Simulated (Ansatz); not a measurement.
# ZnPbO2: relaxing a made-up structure, part 2 of 2

Starting from a made-up structure for ZnPbO2, the aim is the relaxed cell, its shortest contacts and, where a second run follows, its electronic structure.

Ansatz 0.2.0; DFT, r2SCAN, plane-wave PAW, files of the set soft_1, scalar-relativistic, no spin, cell and ions relaxed at zero pressure; PAW set soft_1 (the session's first sound run).

So far: Starting point; Relaxing cell and atoms. The relaxed cell has a = 3.867, c = 7.491 Å (conventional setting).

### Step 3. Bands of the relaxed cell

A second self-consistent run takes a narrower smearing and the mesh shown in its input; the bands follow along the standard path of the relaxed lattice.

This step: DFT, r2SCAN, plane-wave PAW, files of the set soft_1, scalar-relativistic, no spin, bands and density of states at the relaxed cell; PAW set soft_1 (Ansatz 0.2.0).

input.yaml

```yaml
crystal:
  lattice:
    - [3.8669566105, 0.0, 0.0]
    - [0.0, 3.8669566105, 0.0]
    - [0.0, 0.0, 7.4914107819]
  atoms:
    - { symbol: Pb, position: [0.0, 0.5, 0.1693857166] }
    - { symbol: Pb, position: [0.5, 0.0, 0.8306142834] }
    - { symbol: Zn, position: [0.0, 0.5, 0.5854905607] }
    - { symbol: Zn, position: [0.5, 0.0, 0.4145094393] }
    - { symbol: O, position: [0.0, 0.5, 0.8609966744] }
    - { symbol: O, position: [0.5, 0.0, 0.1390033256] }
    - { symbol: O, position: [0.5, 0.5, 0.5] }
    - { symbol: O, position: [0.0, 0.0, 0.5] }
kpoints:
  mp_grid: { grid: [8, 8, 4] }
  band_path:
    path:
      - [[0.0, 0.0, 0.0], [0.0, 0.5, 0.0], [0.5, 0.5, 0.0], [0.0, 0.0, 0.0], [0.0, 0.0, 0.5], [0.0, 0.5, 0.5], [0.5, 0.5, 0.5], [0.0, 0.0, 0.5]]
      - [[0.0, 0.5, 0.0], [0.0, 0.5, 0.5]]
      - [[0.5, 0.5, 0.0], [0.5, 0.5, 0.5]]
    npoints: 8
scf:
  occupations: { method: fermi_dirac, width: 0.03 }
  n_extra_bands: 12
hamiltonian:
  xc: r2scan
  pseudopotentials: { kind: paw, azcp: { folder: soft_1 } }
output:
  forces: true
  stress: true
  write_bands: true
  dos: { projected: true }
  write_density: true
  write_potential: true
  elf: true
  volumetric_format: npy
```

Command:

```
> ansatz run input.yaml --threads 4 --pin off --max-ram 10240MiB --backend cpu --events-out ev --progress --plain --runs-dir out
```

Numbers of over 12 decimals in the logs are rounded to 6 here.

Log:

```text
[...]
Crystal: 8 atoms, lattice volume = 112.022 Å³
Basis set: ecut = 500 eV, 2807 PW (Γ), exchange–correlation on 120×120×240 points (64 copies of the dense FFT grid, shifted against one another)
Bands: 50, of which v1, the nominal top of the filled ones, is band 38 counted from 1 (37 counted from 0)
Symmetry: 16 space group operations
[...]
k-points: 45 of 256
[...]
SCF iter   1: F=—  HF=-32774.247662 eV  |F-HF|=—  |Δ(HF+E_count)|=         —  Δρ=1.00e-1  dr2=1.24e1  dr2_τ=3.07e-1  ethr=3.10e-3  ⟨swp⟩=7.5  Hψ=10790  notcnv=0  defer=26
[...]
SCF iter  11: F=-32771.137167 eV  HF=-32771.137167 eV  |F-HF|=1.88e-9  |Δ(HF+E_count)|=   4.02e-8  Δρ=2.83e-6  dr2=1.09e-8  dr2_τ=6.56e-10  ethr=1.32e-10  ⟨swp⟩=18.2  Hψ=18252  notcnv=0
SCF 1 converged in 11 iterations: F = -32771.137167 eV  dr2 = 1.09e-8
[...]
NSCF: frozen V_eff on 75 k-points
SCF converged after 11 iterations
Free energy (F): -32771.137167 eV
[...]
Internal energy: -32771.137167 eV  (E = F + TS)
E sigma→0 (E₀):  -32771.137167 eV
Entropy (-TS):   -0.000000 eV (-0.000 meV/atom)
Fermi energy:    10.818970 eV
[...]
--- Forces (eV/Å), atoms counted from 1 ---
  atom   1  Pb     0.00000000     0.00000000     0.00599304
  atom   2  Pb     0.00000000     0.00000000    -0.00599304
  atom   3  Zn     0.00000000     0.00000000    -0.00225781
  atom   4  Zn     0.00000000     0.00000000     0.00225781
  atom   5  O      0.00000000     0.00000000     0.00566638
  atom   6  O      0.00000000     0.00000000    -0.00566638
  atom   7  O      0.00000000     0.00000000     0.00000000
  atom   8  O      0.00000000     0.00000000    -0.00000000
  max |Σ_I F_I| component: 1.04e-17 eV/Å
--- Stress (GPa, compression-positive) ---
       -0.009814       0.000000       0.000000
        0.000000      -0.009814       0.000000
        0.000000       0.000000       0.003490
  P = ⅓ Tr σ = -0.0054 GPa (-0.054 kbar)
--- Band table (eV; the first three rows and the last of 45) ---
  k-point 0: bands = [... 34 lower, 8.4160, 8.8445, 8.8445, 9.1052, 13.1210, 14.8886, 15.7550, 15.7550, ... 8 higher]
  k-point 1: bands = [... 34 lower, 8.6012, 8.8240, 8.8240, 9.1051, 12.7666, 14.0180, 15.8475, 15.8475, ... 8 higher]
  k-point 2: bands = [... 34 lower, 8.8018, 8.8018, 9.1049, 9.1267, 12.2651, 13.5846, 15.9434, 15.9434, ... 8 higher]
  k-point 44: bands = [... 34 lower, 7.6915, 7.6915, 10.3653, 10.3653, 13.8455, 13.8455, 14.4391, 14.4391, ... 8 higher]
```

Wall time 16 s (4 threads of Arm Neoverse V2, shared host); peak memory 0.89 GiB; 62 s of CPU time.

Numbers from this step:

- Fermi energy: 10.82 eV
- gap by band count: 0.8862 eV
- pressure: -0.005379 GPa

From bands.tsv. Electronic bands along the path, in eV, zero at the valence top; v1 is the highest filled band, c1 the lowest empty one:

| point | v4 | v3 | v2 | v1 | c1 | c2 | c3 | c4 |
| --- | --- | --- | --- | --- | --- | --- | --- | --- |
| Γ | -1.95 | -1.52 | -1.52 | -1.26 | 2.76 | 4.52 | 5.39 | 5.39 |
| X | -2.23 | -2.23 | -1.14 | -1.14 | 1.25 | 1.25 | 4.44 | 4.44 |
| M | -2.25 | -2.25 | 0.00 | 0.00 | 3.66 | 3.66 | 3.90 | 3.90 |
| Γ | -1.95 | -1.52 | -1.52 | -1.26 | 2.76 | 4.52 | 5.39 | 5.39 |
| Z | -1.56 | -1.56 | -1.26 | -1.24 | 1.90 | 3.22 | 5.58 | 5.58 |
| R | -1.99 | -1.99 | -1.21 | -1.21 | 0.89 | 0.89 | 4.50 | 4.50 |
| A | -2.67 | -2.67 | 0.00 | 0.00 | 3.48 | 3.48 | 4.07 | 4.07 |
| Z | -1.56 | -1.56 | -1.26 | -1.24 | 1.90 | 3.22 | 5.58 | 5.58 |
| jump to X | -2.23 | -2.23 | -1.14 | -1.14 | 1.25 | 1.25 | 4.44 | 4.44 |
| R | -1.99 | -1.99 | -1.21 | -1.21 | 0.89 | 0.89 | 4.50 | 4.50 |
| jump to M | -2.25 | -2.25 | 0.00 | 0.00 | 3.66 | 3.66 | 3.90 | 3.90 |
| A | -2.67 | -2.67 | 0.00 | 0.00 | 3.48 | 3.48 | 4.07 | 4.07 |

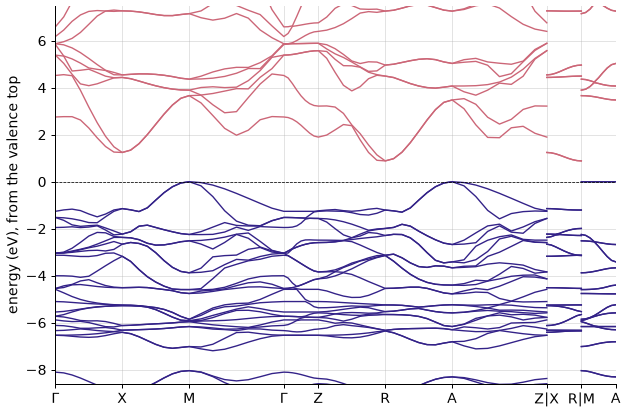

Electronic bands along the path; lines of filled and empty bands in two colours.

States per cell as run, both spins, in windows of 1 eV, from dos.tsv (zero at the valence-band top):

```
from  to  total
  -8  -7   0.38
  -7  -6   8.46
  -6  -5  10.99
  -5  -4   6.00
  -4  -3   4.89
  -3  -2   7.19
  -2  -1   4.54
  -1   0   1.55
   0   1   0.00
   1   2   1.17
   2   3   2.18
   3   4   1.10
   4   5   5.96
```

A further 32.0 states lie below the table's range.

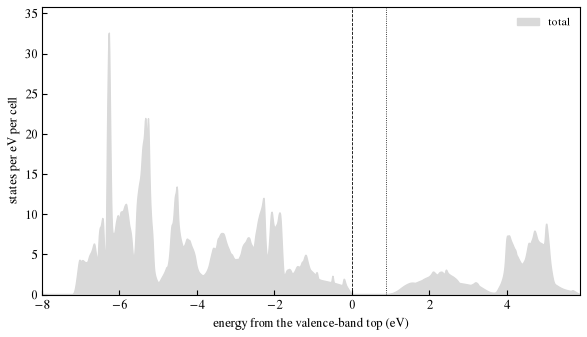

Total density of states, smoothed over about 0.04 eV. The dotted line marks the lowest empty level found on the path.

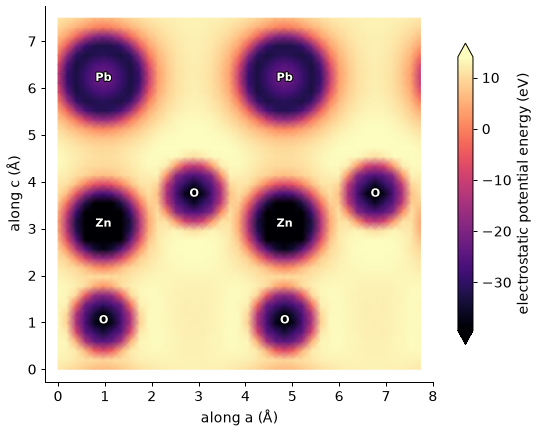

Electrostatic potential energy in the ac plane at fractional y = 0.000, with atoms of Pb and Zn and O within 0.2 Å of it. With pseudopotentials it is smooth inside the atoms' cores, unlike the true potential. The map starts off the cell's origin, so that atoms lie inside it.

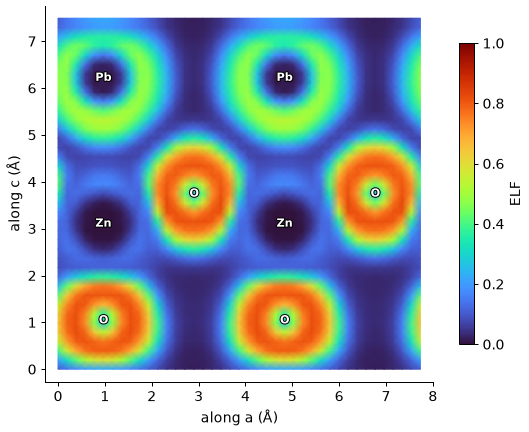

ELF in the ac plane at fractional y = 0.000, with atoms of Pb and Zn and O within 0.2 Å of it. It is the smooth field of the valence electrons, not physical close to the nuclei. The map starts off the cell's origin, so that atoms lie inside it.

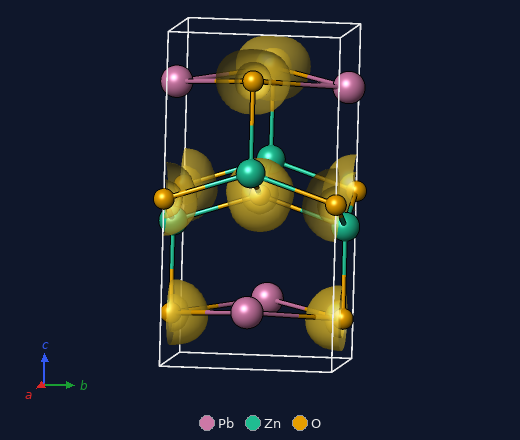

Surface of ELF = 0.75.

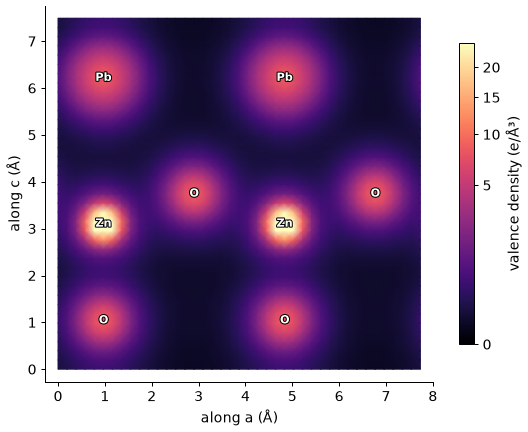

Valence density in the ac plane at fractional y = 0.000, with atoms of Pb and Zn and O within 0.2 Å of it. It is the smooth field of the valence electrons, not physical close to the nuclei. The map starts off the cell's origin, so that atoms lie inside it. The colour scale is stretched toward low values.

### Step 4. What came out

```yaml
space_group_relaxed: P4/nmm
conventional_cell: a = 3.867, b = 3.867, c = 7.491 Å; α = 90.0°, β = 90.0°, γ = 90.0°
volume_per_atom: 14.00 Å³ (guess 14.80)
```

**Reading.** ZnPbO2 relaxes to P4/nmm with a = 3.867, b = 3.867 and c = 7.491 Å. The guessed volume was 6 % too large. The space group P4/nmm was held in the relaxation, so the end point is a stationary structure within it and may be a saddle against distortions or other arrangements. It has an indirect Kohn–Sham gap of 0.89 eV, which semilocal functionals understate. On the 8×8×4 mesh with the narrower smearing (relaxed on 7×7×4) the largest force component is 0.006 eV/Å and the largest stress component is 0.010 GPa, within the relaxation's thresholds of 0.015 eV/Å and 0.05 GPa. The cutoff wasn't tested. Spin-orbit coupling is left out, which can matter for elements this heavy. No dispersion term is used, so weakly bound directions may come out too long. Nothing here tests whether the compound is stable against decomposition.

[Logs are printed without paths, hosts, clocks, repeated set-up lines and the standing remarks that a program may print on its own settings, such as how far it seeks lower states.]

[Hosts, paths, dates, database ids (printed as entryN), source tags and the programs' standing remarks are cut or masked in the printed files.]
